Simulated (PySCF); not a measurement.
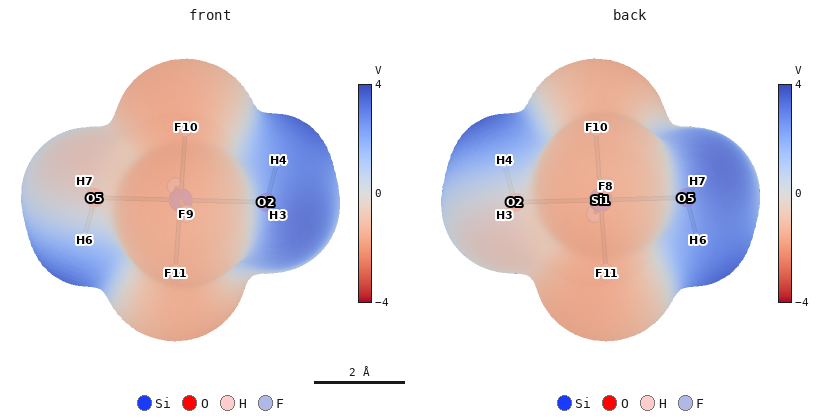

F4H4O2Si (SMILES O->[Si](<-O)(F)(F)(F)F). The molecular electrostatic potential painted on the density surface at 0.002 e/bohr³, seen from the front and from behind; the colour scale runs from red (negative) to blue (positive).

Geometry: PBE0-D3(BJ)/def2-SVP.

Computed with PBE0/pcSseg-1, SCF density, gas phase, non-relativistic in PySCF 2.14.0.

```xyz
11

Si   -0.0011   -0.0149    0.0034
O    -0.0959    0.4604    1.8664
H    -1.0483    0.4103    2.0523
H     0.1311    1.4044    1.8747
O     0.1023   -0.4875   -1.8615
H    -0.0304   -1.4499   -1.8489
H     1.0415   -0.3502   -2.0683
F     1.6590   -0.0433    0.0417
F    -1.6606    0.0188   -0.0198
F     0.0505    1.6062   -0.3521
F    -0.0500   -1.6398    0.3429
```

Q: Where is the surface potential most negative and most positive?

A: The most negative region (about −1.6 V, or −37 kcal/mol for a unit charge) lies over F8, F9, F10 and F11, the most positive (about +3.3 V, or +76 kcal/mol for a unit charge) over H3, H4, H6 and H7.

Q: What dipole moment does the calculation give?

A: Its dipole moment is 0.19 D.
